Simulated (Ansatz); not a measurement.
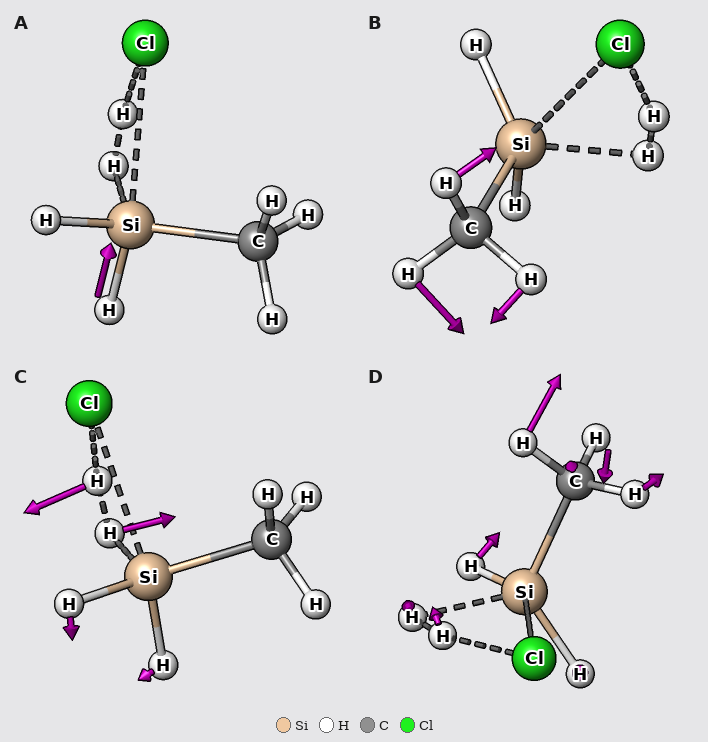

4 normal modes of one molecule or complex, as arrows. Broken sticks mark bonds that form or break. Harmonic vibrations computed with RKS PBE0-D4/def2-TZVP (Ansatz 0.2.0) at a stationary point of the same level. It is a saddle point of order 1.

> Match the panels to the wavenumbers 770 cm⁻¹, 958 cm⁻¹, 1435 cm⁻¹, 2137 cm⁻¹.

A: 2137 cm⁻¹
B: 1435 cm⁻¹
C: 958 cm⁻¹
D: 770 cm⁻¹
